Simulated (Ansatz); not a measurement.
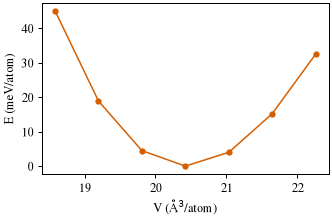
*BaO (NiAs type, P6_3/mmc) under volume change, HSE06 (plane waves, PAW; program Ansatz), shape and atoms relaxed at each volume.*

What does a third-order Birch–Murnaghan fit give for V₀, B₀ and B′?

V₀ = 20.42 Å³/atom, B₀ = 73.6 GPa, B′ = 4.4.

The workflow started from a Materials Project entry (that database holds measured and hypothetical structures alike); the Crystallography Open Database copy checked does not list it. It is not the phase usual at ambient conditions (space group No. 225). The HSE06 relaxation kept the symmetry of its start; whether a distortion lowers the energy is not shown. Scalar-relativistic: spin–orbit coupling is off unless named, which matters more the heavier the elements.

Potentials: the later of the program's two PAW sets.
